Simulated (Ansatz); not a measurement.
# CHF3O3S (triflic acid): CAM-B3LYP/6-31G(d) (spherical functions)

Aim: the vertical ionisation energy of CHF3O3S (triflic acid) at CAM-B3LYP/6-31G* (spherical functions), from 2 runs. 

The calculation is run with Ansatz 0.2.0.

115 further runs of the same task are left out: 1 that didn't finish, 114 set aside as unsound or not needed.

## 1. The structure to begin with

The species is CHF3O3S (9 atoms), meant as a singlet with charge 0. SMILES: `O=S(=O)(O)C(F)(F)F`. The shape is that of a PBE0-D4/def2-TZVP optimisation. This is one conformer, not always the lowest.

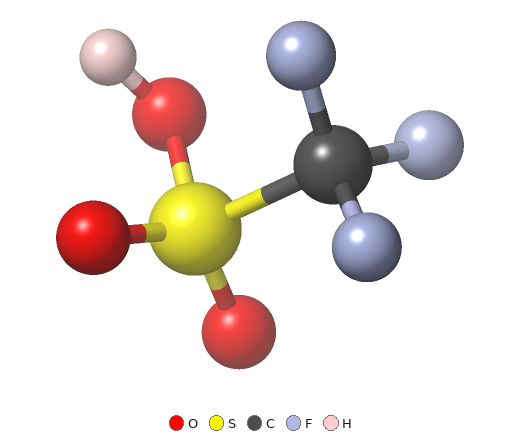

Viewed from a chosen angle; oxygen red, sulfur yellow, carbon dark grey, fluorine light blue, hydrogen pink.

## 2. The energy at CAM-B3LYP/6-31G(d) (spherical functions)

job.yaml reads:

```yaml
crystal:
  periodic: [false, false, false]
  atoms:
    - symbol: O
      position_ang: [1.462890, -0.581870, 0.985740]
    - symbol: S
      position_ang: [0.298500, -0.778940, 0.194370]
    - symbol: O
      position_ang: [0.144480, -1.837650, -0.729970]
    - symbol: O
      position_ang: [-0.972740, -0.777950, 1.128120]
    - symbol: C
      position_ang: [0.003130, 0.796730, -0.725230]
    - symbol: F
      position_ang: [-0.076560, 1.801740, 0.138180]
    - symbol: F
      position_ang: [1.014380, 1.004120, -1.547510]
    - symbol: F
      position_ang: [-1.120920, 0.723830, -1.412290]
    - symbol: H
      position_ang: [-0.753170, -0.350000, 1.968590]
basis:
  gaussian:
    orbitals: 6-31G_st_-spherical.json
hamiltonian:
  xc: {name: CAM-B3LYP}
accuracy: high
output: {orbitals: {seedname: orbitals}}
```

The basis set 6-31G* is read from a file made from the Basis Set Exchange's data (not shown).

Command:

```sh
$ ansatz run job.yaml --threads 1 --pin off --max-ram 3480MiB --events-out events.jsonl --progress --plain --runs-dir runs
```

Log:

```text
Warning: RAYON_NUM_THREADS=1 ignored (pool sized by the plan → 1); use --threads N
Functional definition: CAM-B3LYP
  name "CAM-B3LYP"
  parameter alpha = 0.19
  parameter beta = 0.46
  parameter omega = 0.33/bohr
  parameter ac = 0.81
  exchange = (1 - alpha - beta)*b88_x + beta*b88_x_sr(omega) + alpha*exact_x + beta*exact_x_lr(omega)
  correlation = (1 - ac)*vwn5_c + ac*lyp_c
2686 factors; integrals over basis functions are off by at most 6.4e-9 eV
464 factors; integrals over basis functions are off by at most 2.5e-9 eV
mean field evaluation 1: about -26160.1129 eV, gradient 8.6e1 eV
mean field evaluation 2: about -26145.6367 eV, gradient 1.3e2 eV
mean field evaluation 4: about -26172.4320 eV, gradient 5.3e0 eV
mean field evaluation 8: about -26172.8702 eV, gradient 2.9e-1 eV
mean field evaluation 16: about -26172.8704 eV, gradient 2.5e-4 eV
mean field -26172.87041828 eV, -961.8352472629 hartree, gradient 4.8e-8 eV, S^2 0.000000; 0 other end points of the search recorded, 0 dependent functions left out
reference -26172.87043254 eV, -961.8352477871 hartree; 37, 37 occupied and 81, 81 virtual orbitals, 2686 factors
Total energy: -26172.87043254 eV, -961.8352477871 hartree
```

Wall time 19 s (1 thread of Intel Xeon Platinum 8259CL at 2.50GHz (Skylake/Cascade Lake), shared host); peak memory 0.63 GiB.

## 3. The doublet cation

input.yaml reads:

```yaml
crystal:
  periodic: [false, false, false]
  atoms:
    - symbol: O
      position_ang: [1.462890, -0.581870, 0.985740]
    - symbol: S
      position_ang: [0.298500, -0.778940, 0.194370]
    - symbol: O
      position_ang: [0.144480, -1.837650, -0.729970]
    - symbol: O
      position_ang: [-0.972740, -0.777950, 1.128120]
    - symbol: C
      position_ang: [0.003130, 0.796730, -0.725230]
    - symbol: F
      position_ang: [-0.076560, 1.801740, 0.138180]
    - symbol: F
      position_ang: [1.014380, 1.004120, -1.547510]
    - symbol: F
      position_ang: [-1.120920, 0.723830, -1.412290]
    - symbol: H
      position_ang: [-0.753170, -0.350000, 1.968590]
basis:
  gaussian:
    orbitals: 6-31G_st_-spherical.json
total_charge: 1
accuracy: high
hamiltonian:
  xc: {name: CAM-B3LYP}
output: {orbitals: {seedname: orbitals}}
magnetization:
  spin_polarized: true
  initial_magnetization: 1
```

The basis set 6-31G* is read from a file made from the Basis Set Exchange's data (not shown).

Command:

```sh
$ ansatz run input.yaml --threads 1 --pin off --max-ram 3480MiB --events-out events.jsonl --progress --plain --runs-dir runs
```

Log:

```text
Warning: RAYON_NUM_THREADS=1 ignored (pool sized by the plan → 1); use --threads N
[... 8 set-up lines as earlier in the session ...]
2684 factors; integrals over basis functions are off by at most 6.4e-9 eV
464 factors; integrals over basis functions are off by at most 2.5e-9 eV
mean field evaluation 1: about -26145.5922 eV, gradient 6.7e1 eV
mean field evaluation 2: about -26125.6974 eV, gradient 1.0e2 eV
mean field evaluation 4: about -26160.0131 eV, gradient 6.0e0 eV
mean field evaluation 8: about -26160.5277 eV, gradient 1.2e0 eV
mean field evaluation 16: about -26160.5506 eV, gradient 1.1e-1 eV
mean field evaluation 32: about -26160.5623 eV, gradient 1.2e-3 eV
mean field -26160.56228554 eV, -961.3829317276 hartree, gradient 2.6e-8 eV, S^2 0.761494; 6 other end points of the search recorded, 0 dependent functions left out
reference -26160.56229944 eV, -961.3829322385 hartree; 37, 36 occupied and 81, 82 virtual orbitals, 2684 factors
Total energy: -26160.56229944 eV, -961.3829322385 hartree
```

It took 73 s on 1 thread of Intel Xeon Platinum 8259CL at 2.50GHz (Skylake/Cascade Lake), shared host; peak memory 0.91 GiB.

## 4. Results

Level: CAM-B3LYP/6-31G* (spherical functions).

```
                                          quantity          value
                     singlet CHF3O3S: total energy  -961.83525 Eh
                      singlet CHF3O3S: HOMO energy      -11.12 eV
                      singlet CHF3O3S: LUMO energy        1.88 eV
                    singlet CHF3O3S: HOMO–LUMO gap       12.99 eV
                      doublet cation: total energy  -961.38293 Eh
doublet cation: HOMO energy (highest over α and β)      -18.33 eV
 doublet cation: LUMO energy (lowest over α and β)      -13.49 eV
                              doublet cation: ⟨S²⟩          0.761
vertical ionisation energy (to the doublet cation)      12.308 eV
```

The vertical ionisation energy comes to 12.31 eV (1188 kJ/mol). The negative HOMO energy of the first species, 11.12 eV, lies 1.19 eV below that difference.
